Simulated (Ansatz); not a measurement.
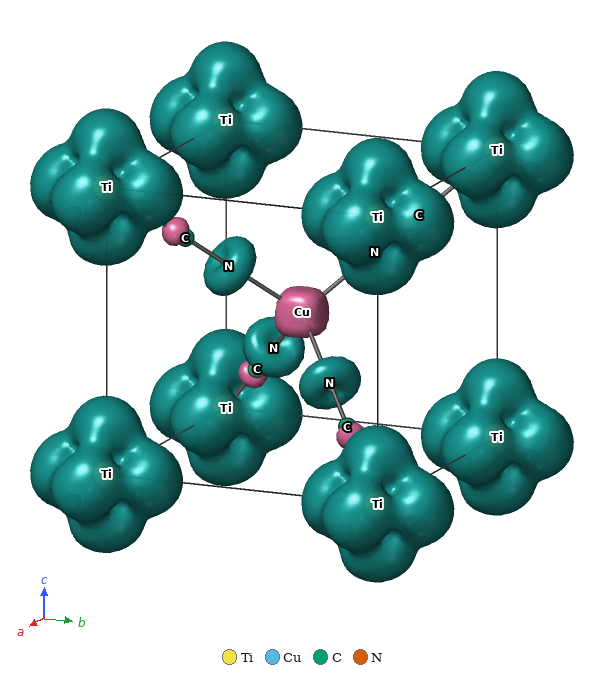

Figure 1: TiCuC₄N₄. Isosurfaces of the spin density at +0.015 (teal) and −0.015 e/Å³ (pink), seen slightly off an axis. Sticks mark near contacts.

Space group P-43m; a structure generated by program, which may or may not match a known phase; spin-polarised.

These are results of DFT PBE, scalar-relativistic, plane waves, PAW in Ansatz, not measurements.

In a PAW calculation such maps are meaningful between the atoms, not at the nuclei.

Where is the spin, and how is it ordered?

The spin density sits on Ti: +0.6 μB in one cell of 10 atoms: parallel main moments, as they must be, since the calculation's own cell holds one magnetic site. The cell of the calculation (10 atoms) carries 1.0 μB of net spin moment.
